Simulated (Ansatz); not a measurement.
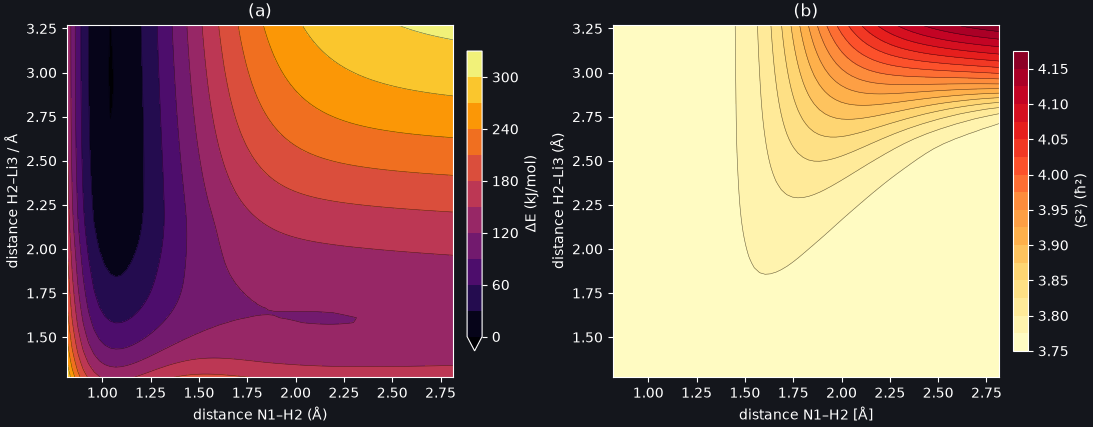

The system N + HLi, spin multiplicity 4. The first coordinate is: distance N1–H2; the second: distance H2–Li3. Nothing is relaxed (the angle N1–H2–Li3 is fixed at 180 degrees). The grid has 16 × 16 points. Points are written as (first, second). Energies: kJ/mol, counted from the lowest grid point. These are results of UKS B3LYP-D4/aug-cc-pVTZ in Ansatz 0.2.0, not measurements.

Panel (a) is the energy; panel (b) is the computed ⟨S²⟩, in ħ².

In the figure: filled contours. Between grid points the surface is interpolated.

> How does the ⟨S²⟩ vary over the map, and what is it at the lowest grid point?

Leaving out the highest fifth of the energies, it runs from 3.75 ħ² at (2.816 Å, 1.272 Å) to 3.84 ħ² at (1.699 Å, 2.932 Å). At the lowest grid point, (1.063 Å, 2.932 Å), it is 3.76 ħ².
